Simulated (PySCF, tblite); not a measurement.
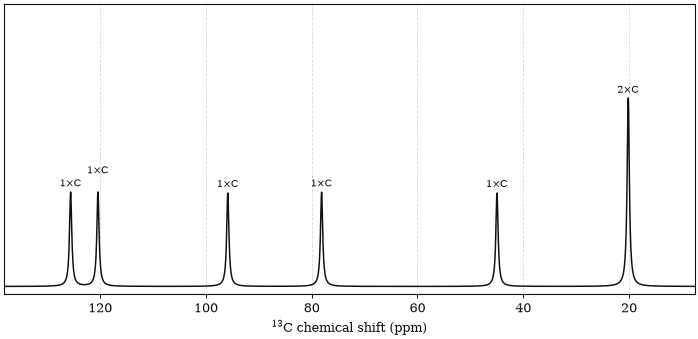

GIAO shifts, PBE0/pcSseg-1 in PySCF, at a GFN2-xTB geometry (a minimum by its frequencies), against TMS for ¹³C computed at the same level. Gas phase, fully decoupled, line heights follow the number of nuclei, widths are arbitrary (no quadrupolar broadening); values of one conformer, averaged over methyl-type rotors and exact or near symmetry; other conformers aren't averaged in.

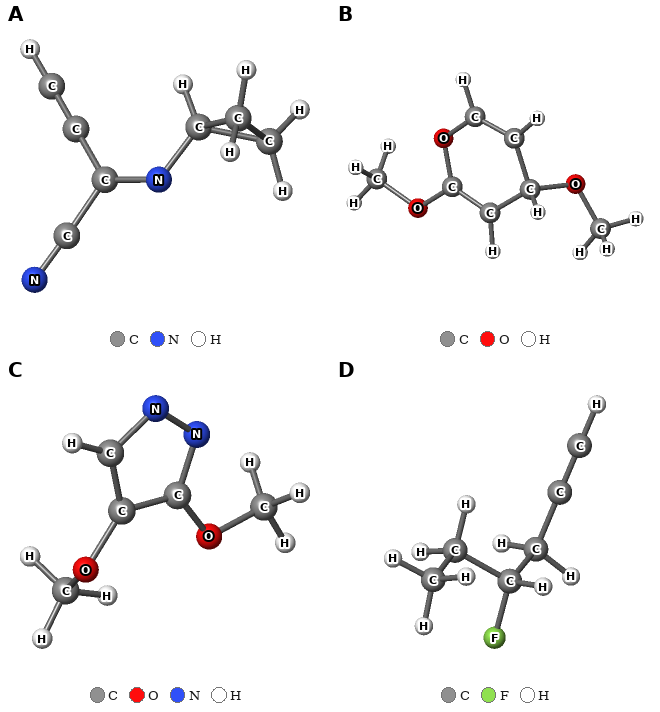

> Which molecule was computed? Choose among the lettered structures. Charge and spin: A neutral singlet; B neutral singlet; C −1 singlet; D neutral singlet.

Structure A, C₇H₆N₂, SMILES C#C/C(C#N)=N\C1CC1. Its ¹³C signals: 125.6 (1 C), 120.4 (1 C), 95.9 (1 C), 78.1 (1 C), 45.0 (1 C), 20.2 (2 C) ppm.

Known limits of this run: the tight-binding geometry is rougher than a DFT one and adds to the error.
